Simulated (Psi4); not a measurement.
**[HO2]− (hydroperoxide(1-)) at PBE/def2-TZVPPD**

Aim: the vertical ionisation energy of [HO2]− (hydroperoxide(1-)) at PBE/def2-TZVPPD, from 2 runs. 

The results are computed with Psi4 1.11.

1 further run of the same task is left out (set aside as unsound or not needed).

### Step 1. The system as given

[HO2]− has 3 atoms, charge -1, and is taken as a singlet. As SMILES, `[O-]O`. The shape is that of a PBE0-D4/def2-TZVPD optimisation.

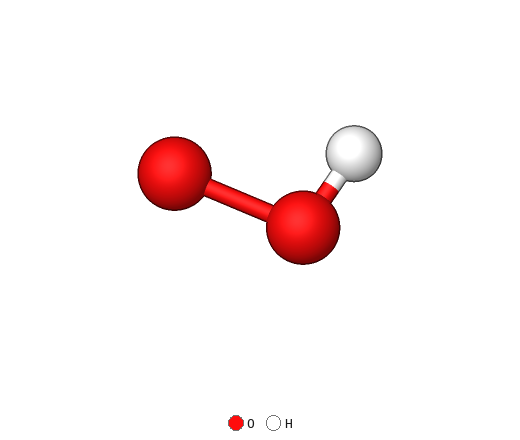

The structure, seen from a chosen angle (oxygen red, hydrogen white).

### Step 2. Energy and gradient at PBE/def2-TZVPPD

input.inp

```
memory 2.2 GB

molecule {
  -1 1
  O     -0.357760     1.025590    -0.080830
  O     -0.242260    -0.445880    -0.180750
  H      0.600030    -0.579720     0.261570
  units angstrom
  symmetry c1
}

set basis def2-TZVPPD
set puream true
set e_convergence 1e-09
set d_convergence 1e-08
set scf_type pk
set dft_radial_points 99
set dft_spherical_points 590

e, wfn = gradient("pbe", return_wfn=True)
oeprop(wfn, "QUADRUPOLE", "MULLIKEN_CHARGES", "MAYER_INDICES")
```

The run is started by

```bash
psi4 -n 1 input.inp input.out
```

input.out:

```text
[...]
  Running in c1 symmetry.
[...]
  Nuclear repulsion =   29.527067200135445
[...]
  Multiplicity = 1
[...]
  Nalpha       = 9
  Nbeta        = 9
[...]
    Number of basis functions: 97
[...]
   @RKS iter   1:  -150.57072665126731   -2.46337e-01   8.52734e-03 ADIIS/DIIS
[...]
   @RKS iter  12:  -150.86393739803083   -2.18847e-12   4.90216e-09 DIIS
[...]
    Orbital Energies [Eh]
    ---------------------
    Doubly Occupied:
       1A    -18.534034     2A    -18.453022     3A     -0.704640
       4A     -0.457740     5A     -0.175509     6A     -0.094295
       7A     -0.052072     8A      0.080266     9A      0.105420
[...]
  @RKS Final Energy:  -150.86393739803083
   => Energetics <=
    Nuclear Repulsion Energy =             29.5270672001354448
    One-Electron Energy =                -271.7181010538014334
    Two-Electron Energy =                 108.8215861827097513
    DFT Exchange-Correlation Energy =     -17.4944897270745834
    Empirical Dispersion Energy =           0.0000000000000000
    VV10 Nonlocal Energy =                  0.0000000000000000
    Total Energy =                       -150.8639373980308278
[...]
  -Total Gradient:
     Atom            X                  Y                   Z
    ------   -----------------  -----------------  -----------------
       1        0.000588680432    -0.014981156688     0.000000000000
       2        0.009979586717     0.013420533365     0.000000000000
       3       -0.010568019021     0.001560761175    -0.000000000000
[...]
 Multipole Moments:
 ------------------------------------------------------------------------------------
     Multipole            Electronic (a.u.)      Nuclear  (a.u.)        Total (a.u.)
 ------------------------------------------------------------------------------------
 L = 1.  Multiply by 2.5417464519 to convert [e a0] to [Debye]
 Dipole X            :         -0.3219347            0.8887421            0.5668074
 Dipole Y            :         -0.1507224           -0.7937641           -0.9444865
 Dipole Z            :          0.0000000            0.0000000            0.0000000
 Magnitude           :                                                    1.1015105
 L = 2.  Multiply by 1.3450342976 to convert [e a0^2] to [Debye ang]
 Quadrupole XX       :        -13.8678691            3.3039855          -10.5638836
 Quadrupole XY       :          3.1433738           -4.0511715           -0.9077977
[...]
  Mulliken Charges: (a.u.)
   Center  Symbol    Alpha    Beta     Spin     Total
       1     O     4.43376  4.43376  0.00000 -0.86752
       2     O     4.13261  4.13261  0.00000 -0.26522
       3     H     0.43363  0.43363  0.00000  0.13274
   Total alpha =  9.00000, Total beta =  9.00000, Total charge = -1.00000
  Mayer Bond Indices:
[...]
```

It took 31 s on 1 thread of Intel Xeon at 2.50GHz (Skylake/Cascade Lake), shared host; peak memory 0.83 GiB.

### Step 3. Doublet neutral HO2 at the same level

ho2.json

```json
{
 "schema_name": "qcschema_input",
 "schema_version": 1,
 "molecule": {
  "schema_name": "qcschema_molecule",
  "schema_version": 2,
  "symbols": ["O", "O", "H"],
  "geometry": [-0.67606842, 1.93808422, -0.15274656, -0.45780505, -0.84259108, -0.341568, 1.13389237, -1.09551203, 0.49429566],
  "molecular_charge": 0,
  "molecular_multiplicity": 2,
  "fix_symmetry": "c1"
 },
 "driver": "gradient",
 "model": {
  "method": "pbe",
  "basis": "def2-TZVPPD"
 },
 "keywords": {
  "reference": "uks",
  "puream": true,
  "e_convergence": 1e-09,
  "d_convergence": 1e-08,
  "scf_type": "pk",
  "dft_radial_points": 99,
  "dft_spherical_points": 590,
  "maxiter": 100,
  "scf_properties": ["WIBERG_LOWDIN_INDICES", "QUADRUPOLE", "MULLIKEN_CHARGES"]
 }
}
```

The run is started by

```bash
psi4 --qcschema ho2.json -n 1 --memory 2200MB
```

stdout, cut to the lines that bear on the results:

```text
[...]
  Running in c1 symmetry.
[...]
  Nuclear repulsion =   29.527067201919131
[...]
  Multiplicity = 2
[...]
  Nalpha       = 9
  Nbeta        = 8
[...]
    Number of basis functions: 97
[...]
   @UKS iter   1:  -150.75413007927344   -4.29740e-01   4.48274e-03 ADIIS/DIIS
[...]
   @UKS iter  12:  -150.82080772278789   -9.69180e-12   5.32674e-09 DIIS
[...]
   @S^2 Observed:                7.526506905E-01
[...]
  @UKS Final Energy:  -150.82080772278789
   => Energetics <=
    Nuclear Repulsion Energy =             29.5270672019191309
    One-Electron Energy =                -265.8942600050967258
    Two-Electron Energy =                 102.7448334619015924
    DFT Exchange-Correlation Energy =     -17.1984483815118558
    Empirical Dispersion Energy =           0.0000000000000000
    VV10 Nonlocal Energy =                  0.0000000000000000
    Total Energy =                       -150.8208077227878903
[...]
 Multipole Moments:
 ------------------------------------------------------------------------------------
     Multipole            Electronic (a.u.)      Nuclear  (a.u.)        Total (a.u.)
 ------------------------------------------------------------------------------------
 L = 1.  Multiply by 2.5417464519 to convert [e a0] to [Debye]
 Dipole X            :         -0.2319731            0.8887421            0.6567690
 Dipole Y            :          0.3131388           -0.7937641           -0.4806253
 Dipole Z            :         -0.0000000           -0.0000000           -0.0000000
 Magnitude           :                                                    0.8138465
 L = 2.  Multiply by 1.3450342976 to convert [e a0^2] to [Debye ang]
 Quadrupole XX       :        -10.7975793            3.3039855           -7.4935938
 Quadrupole XY       :          2.7960745           -4.0511715           -1.2550970
[...]
  Mulliken Charges: (a.u.)
   Center  Symbol    Alpha    Beta     Spin     Total
[...]
  -Total Gradient:
     Atom            X                  Y                   Z
    ------   -----------------  -----------------  -----------------
       1       -0.003227006792     0.068936538548    -0.000000000000
       2        0.023250873904    -0.070654542510    -0.000000000000
       3       -0.020023620942     0.001718117850    -0.000000000000
[...]
```

The result, in JSON:

```text
{
 "driver": "gradient",
 "model": {
  "method": "pbe",
  "basis": "def2-TZVPPD"
 },
 "success": true,
 "return_result": [-0.0032270067921061317, 0.0689365385483994, -4.2347452135119114e-14, 0.023250873903864322, -0.07065454250983105, -5.314989348358642e-14, -0.02002362094176169, 0.001718117849643, -1.1268017691236613e-16],
 "properties": {
  "calcinfo_nbasis": 97,
  "calcinfo_nmo": 97,
  "calcinfo_nalpha": 9,
  "calcinfo_nbeta": 8,
  "calcinfo_natom": 3,
  "nuclear_repulsion_energy": 29.52706720191913,
  "return_energy": -150.8208077227879,
  "return_gradient": [-0.0032270067921061317, 0.0689365385483994, -4.2347452135119114e-14, 0.023250873903864322, -0.07065454250983105, -5.314989348358642e-14, -0.02002362094176169, 0.001718117849643, -1.1268017691236613e-16],
  "scf_one_electron_energy": -265.8942600050967,
  "scf_two_electron_energy": 102.74483346190159,
  "scf_xc_energy": -17.198448381511856,
  "scf_dipole_moment": [0.6567689551440833, -0.4806252839169516, -4.135103486051974e-16],
  "scf_total_energy": -150.8208077227879,
  "scf_total_gradient": [-0.0032270067921061317, 0.0689365385483994, -4.2347452135119114e-14, 0.023250873903864322, -0.07065454250983105, -5.314989348358642e-14, -0.02002362094176169, 0.001718117849643, -1.1268017691236613e-16],
  "scf_iterations": 12
 }
}
```

Wall time 44 s (1 thread of Intel Xeon at 2.50GHz (Skylake/Cascade Lake), shared host); peak memory 0.83 GiB.

### Step 4. Results

At PBE/def2-TZVPPD:

| quantity | value |
| --- | --- |
| singlet [HO2]−: total energy | -150.86394 Eh |
| singlet [HO2]−: HOMO energy | 2.87 eV |
| singlet [HO2]−: LUMO energy | 4.29 eV |
| singlet [HO2]−: HOMO–LUMO gap (to an unbound level, set by the basis) | 1.42 eV |
| singlet [HO2]−: largest force on an atom | 0.860 eV/Å |
| doublet neutral HO2: total energy | -150.82081 Eh |
| doublet neutral HO2: dipole moment | 2.07 D |
| doublet neutral HO2: HOMO energy (highest over α and β) | -6.81 eV |
| doublet neutral HO2: LUMO energy (lowest over α and β) | -5.55 eV |
| doublet neutral HO2: ⟨S²⟩ | 0.753 |
| doublet neutral HO2: largest force on an atom | 3.825 eV/Å |
| vertical detachment energy (to the doublet neutral) | 1.174 eV |

**Reading.** Removing an electron at fixed nuclei costs 1.17 eV (27 kcal/mol). The largest force (singlet [HO2]−) is 0.86 eV/Å: the shape isn't a stationary point for this species at this level. −ε(HOMO) before ionisation, -2.87 eV, is 4.04 eV below this ionisation energy. Mulliken charges (singlet [HO2]−) run from -0.87 on O1 to +0.13 on H3; in a basis this large or diffuse they mean little. The HOMO (singlet [HO2]−) lies at positive energy, 2.87 eV, as semi-local functionals often give for anions; only total energies tell whether the electron is bound. Mulliken charges (doublet neutral HO2) run from -0.16 on O1 to +0.23 on H3; in a basis this large or diffuse they mean little.
